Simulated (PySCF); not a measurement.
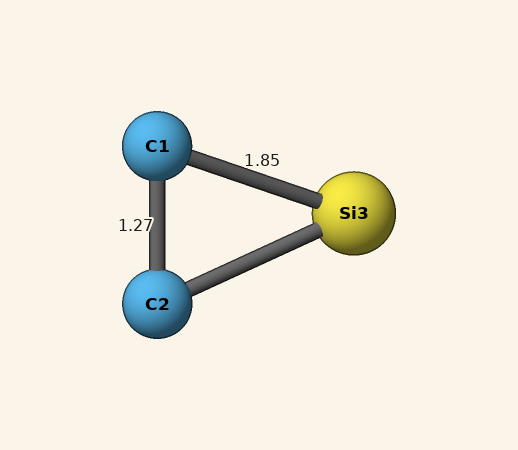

Bond lengths are marked in Å; every bond is drawn as one stick. The computed structure is the end point of a PBE0-D3(BJ)/def2-SVP optimisation. No frequency run is at hand to confirm it as a minimum.

Question: Assign a bond order to each marked bond.

Answer: C1–C2 triple; C1–Si3 single.

Question: Write the SMILES.

Answer: C1#C[Si]1
